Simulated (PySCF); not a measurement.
C₄H₈Si, charge +1, doublet, SMILES `[SiH3][C+]1[CH]CC1`.

Computed with PySCF, PBE0/6-31+G*, geometry: GFN2-xTB. No frequency check shows the geometry to be a minimum. The basis has diffuse s and p functions alone, which still leaves polarisabilities too small, most of all across bonds. The stability of the open-shell solution wasn't checked. GFN2-xTB doesn't know the spin state, so this open-shell geometry is rough.

The calculation's input:

```python
import numpy as np
from pyscf import gto, scf, dft
from pyscf.scf import atom_ks, atom_hf
from scipy.linalg import block_diag

def solve(mol, dm0=None, hcore=None):
    mf = (dft.UKS if mol.spin else dft.RKS)(mol, xc='pbe0')
    mf.grids.level = 3
    mf = mf.density_fit(auxbasis='def2-universal-jkfit')
    mf.conv_tol, mf.max_cycle = 1e-8, 80
    if hcore is not None:
        mf.get_hcore = lambda *args: hcore
    mf.kernel(dm0)
    if not mf.converged:
        mf = mf.newton().run(mf.mo_coeff, mf.mo_occ, max_cycle=30)
    assert mf.converged, 'SCF not converged'
    return mf

mol = gto.M(atom='''
Si    -1.87896     0.00535     0.04403
C      0.07206    -0.07528    -0.14743
C      0.93336    -1.08520    -0.08825
C      2.04384    -0.08937     0.16271
C      1.03929     1.06464    -0.07287
H     -2.26174    -1.35933     0.38270
H     -2.13059     1.01728     1.06307
H     -2.10074     0.44711    -1.34292
H      0.91382    -2.15423    -0.14182
H      2.81381    -0.15178    -0.60945
H      2.46937    -0.13302     1.16191
H      1.19322     1.60859    -1.00022
H      0.87688     1.76169     0.74528
''', basis='6-31+g*', charge=1, spin=1, verbose=4)
field = np.array([-0.01, -0.0, -0.0])  # atomic units
mol.set_common_orig(mol.atom_charges() @ mol.atom_coords() / mol.atom_charges().sum())
mf = solve(mol)
out = dict(dm0=mf.make_rdm1(), d0=mf.dip_moment(unit='AU'), e0=mf.e_tot)
for name, sign in (('p', 1), ('m', -1)):
    h = mf.get_hcore() + sign * np.einsum('x,xij->ij', field, mol.intor('int1e_r'))
    mi = solve(mol, mf.make_rdm1(), h)
    out.update({'dm' + name: mi.make_rdm1(), 'd' + name: mi.dip_moment(unit='AU'), 'e' + name: mi.e_tot})
# spherically averaged free atoms, for the promolecule
atm = atom_ks.get_atm_nrks(mol, xc='pbe0')
pro = block_diag(*[(atm[a[0]][2] * atm[a[0]][3]) @ atm[a[0]][2].T for a in mol._atom])
np.savez('result.npz', pro=pro, **out)
```

Run with:

```sh
OMP_NUM_THREADS=1 python input.py
```

The run took 2.2 min on 1 thread of Intel(R) Xeon(R) Processor @ 2.50GHz (Skylake/Cascade Lake), on a shared host, peak memory 0.55 GiB.

Partitions, critical points and surface values were worked out afterwards from this run's density.

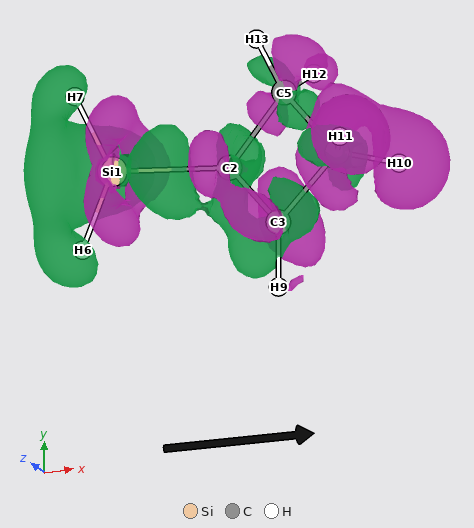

Change of the electron density in a uniform field of 0.51 V/Å along +x (arrow), surfaces at ±0.005 e/Å³ (green: gain, purple: loss).

The field was applied in both directions; the picture shows the one opposite to the script's first.

> What dipole is induced, and what polarisability does it imply?

The induced dipole is 2.24 D (along the field); α along this axis, from the fields in both directions, is 90 bohr³ (13.4 Å³). The response isn't linear: the two directions induce 2.36 and 2.24 D.
